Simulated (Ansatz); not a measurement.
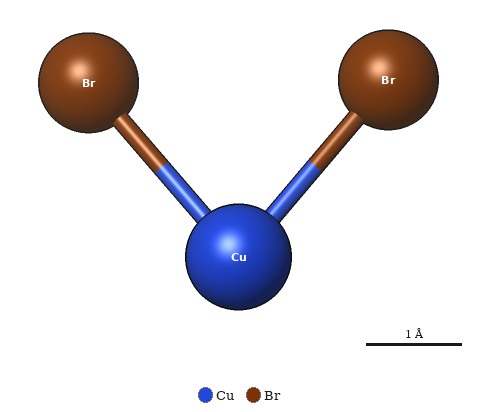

The structure as given in the input (ball-and-stick view, seen at a tilt). Sticks mark near contacts. Bond lengths as drawn: Br–Cu 2.49 Å.

**Single-point calculation, with input and output: CuBr₂ (charge −1)**

CuBr₂, charge −1, multiplicity 5, computed with UKS PBE0-D4/def2-TZVPD (Ansatz 0.2.0).

The geometry comes from this level: PBE-D4/def2-TZVPD.

## Output
```
Functional definition: PBE0
  name "PBE0"
  cite "Adamo & Barone, J. Chem. Phys. 110, 6158 (1999) doi:10.1063/1.478522"
  cite "Perdew, Burke & Ernzerhof, Phys. Rev. Lett. 77, 3865 (1996) doi:10.1103/PhysRevLett.77.3865"
  parent pbe
  parameter a = 0.25
  parameter kappa = 0.804
  parameter beta = 0.06672455060314922
  exchange = (1 - a)*pbe_x(kappa = kappa, mu = beta*pi^2/3) + a*exact_x
  correlation = pbe_c(beta = beta)
these checks for a lower state are left out or cut short: starts
1195 factors; integrals over basis functions are off by at most 7.6e-4 eV
mean field evaluation 1: about -184704.7318 eV, gradient 1.3e2 eV
mean field evaluation 2: about -184706.2857 eV, gradient 4.4e0 eV
mean field evaluation 4: about -184707.9004 eV, gradient 1.3e0 eV
mean field evaluation 8: about -184708.3003 eV, gradient 9.0e-3 eV
mean field evaluation 16: about -184708.5752 eV, gradient 1.7e-1 eV
mean field evaluation 32: about -184708.5815 eV, gradient 4.5e-6 eV
mean field -184708.58145734 eV, -6787.9151685838 hartree, gradient 4.5e-6 eV, S^2 6.006731; 0 other end points of the search recorded, 0 dependent functions left out
reference -184708.58149694 eV, -6787.9151700392 hartree; 52, 48 occupied and 110, 114 virtual orbitals, 1195 factors
Total energy: -184708.67288499 eV, -6787.9185284882 hartree
Checks for a lower state left out: starts
```

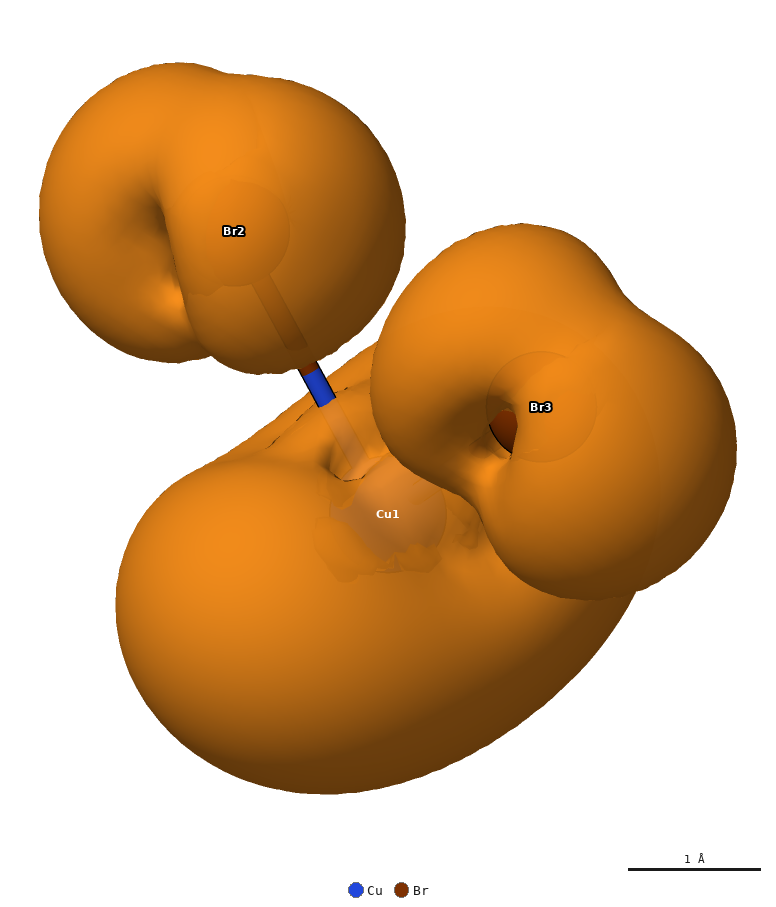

Isosurfaces of the spin density (α minus β) at +0.02 (orange) and −0.02 e/Å³ (purple), seen at an oblique angle. The unpaired spin (4 electrons) lies mostly on Cu1 (about 2.5), Br2 (about 0.7) and Br3 (about 0.7), in electrons by Hirshfeld's partition.

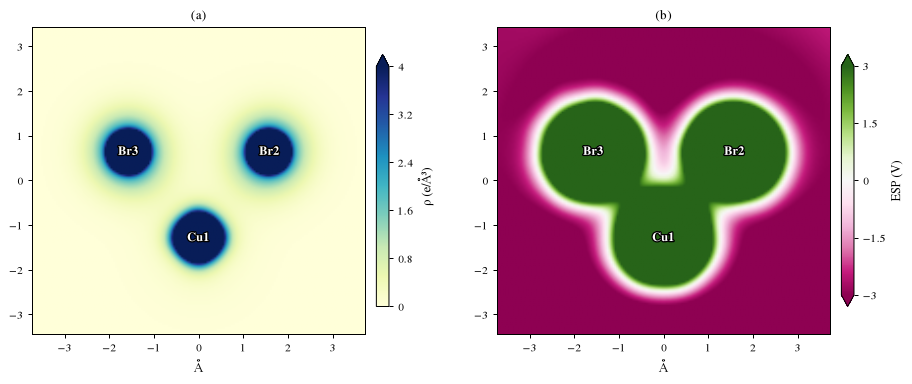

(a) total electron density; (b) electrostatic potential on the molecular plane. Atoms in the plane: Cu and Br. Cu–Br (2.49 Å): ρ is about 0.4 e/Å³ halfway, with its minimum of 0.34 e/Å³ about 1.1 Å from Cu.

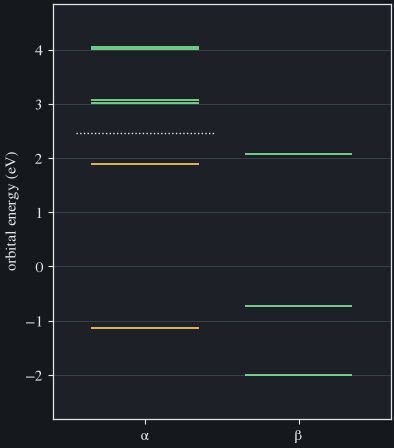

Orbital energies near the frontier for α and β spins; the dotted line parts filled from empty levels, and levels within 0.02 eV of each other stand side by side. α: highest filled 1.89 eV, lowest empty 3.02 eV, 1.13 eV apart; β: highest filled −4.44 eV, lowest empty −2.01 eV, 2.43 eV apart.

The run was set up as follows.

## The input
```yaml
crystal:
  periodic: [false, false, false]
  atoms:
    - {symbol: Cu, position_ang: [0.769919, -0.780937, 0.671164]}
    - {symbol: Br, position_ang: [-1.421455, -0.787072, -0.516713]}
    - {symbol: Br, position_ang: [0.651536, 1.568010, -0.154460]}
basis:
  gaussian: {orbitals: def2-TZVPD, initial_orbitals: start.molden}
total_charge: -1
magnetization: {spin_polarized: true, initial_magnetization: 4}
hamiltonian: {xc: pbe0, dispersion: d4}
scf: {omitted_lower_state_checks: [starts]}
output: {orbitals: {seedname: orbitals}}
```

Command:
```bash
ansatz run in.yaml --threads 4 --pin off --events-out ev --progress --plain --max-ram 3916MiB
```

## Key numbers

| quantity | value |
| --- | --- |
| outcome | converged |
| total energy | −184708.6729 eV |
| mean-field energy | −184708.5815 eV |
| dispersion energy | −0.0914 eV |
| ⟨S²⟩ | 6.007 |
| SCF solution under orbital rotations | stable |
| HOMO (either spin) | 1.89 eV |
| LUMO (either spin) | −2.01 eV |
| hardware | 4 threads of Arm Neoverse V1, 23 GiB of memory available, shared host |
| wall time | 22 s (CPU time 84 s) |
| peak memory | 0.74 GiB |

The highest filled orbital lies above zero: either the extra electron isn't bound at this level, or the self-interaction error of the functional lifts the level.
